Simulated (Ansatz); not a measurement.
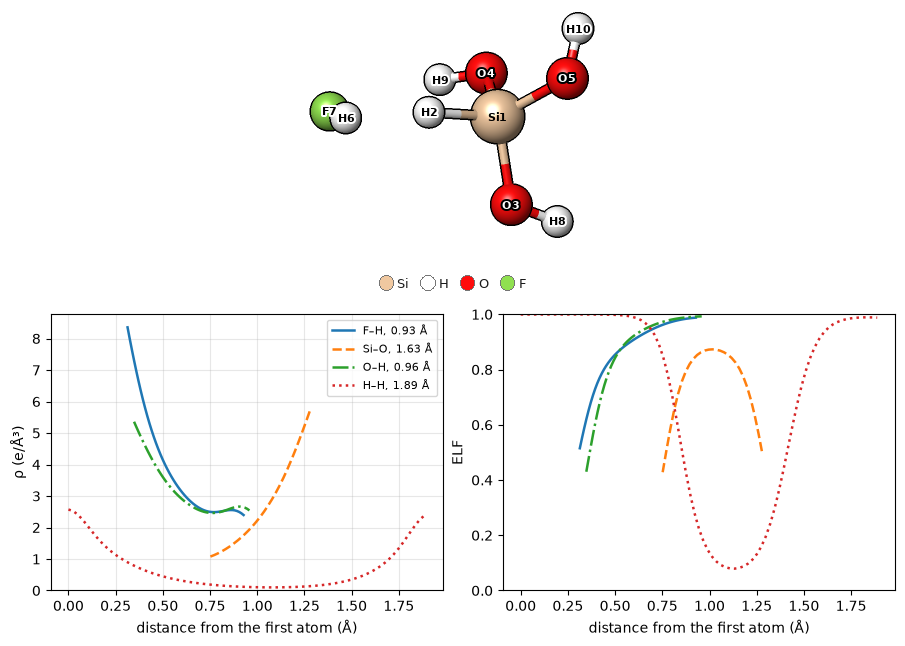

Figure 1: H$_{4}$O$_{3}$Si···HF. Electron density and electron localisation function along straight lines between neighbouring atoms. The curves leave out the atomic cores. The structure is drawn too.

The reactant side of a reaction path; geometry: PBE0-D4/def2-TZVP.

All numbers below come from RKS PBE0-D4/def2-TZVPP (Ansatz 0.2.0).

```yaml
atoms:
  - { symbol: Si, position_ang: [0.3619, -0.2791, -0.2862] }
  - { symbol: H, position_ang: [0.5347, 1.1774, -0.5495] }
  - { symbol: O, position_ang: [1.4463, -0.5612, 0.8918] }
  - { symbol: O, position_ang: [-1.1948, -0.5912, 0.0874] }
  - { symbol: O, position_ang: [0.7204, -1.1966, -1.5840] }
  - { symbol: H, position_ang: [-0.5504, 2.1887, 0.6191] }
  - { symbol: F, position_ang: [-1.3017, 2.1482, 1.1617] }
  - { symbol: H, position_ang: [1.6298, -1.4704, 1.1347] }
  - { symbol: H, position_ang: [-1.6308, 0.0425, 0.6652] }
  - { symbol: H, position_ang: [-0.0154, -1.4580, -2.1401] }
```

Question: What can be read from the curves?

Answer: F–H (0.93 Å): the density is about 4.7 e/Å³ at the midpoint; the ELF climbs to about 1 towards the hydrogen, as it does in any bond to H (a covalent bond by its length).
Si–O (1.63 Å): ρ is about 1.2 e/Å³ halfway; the ELF peaks at about 0.85 between the atoms; a polar covalent bond.
O–H (0.96 Å): ρ at the midpoint is about 3.8 e/Å³; the ELF climbs to about 1 towards the hydrogen; a covalent bond by its length.
H2···H6 (1.89 Å): the density falls to about 0.1 e/Å³ on the way; the ELF dips to about 0.10 between them.
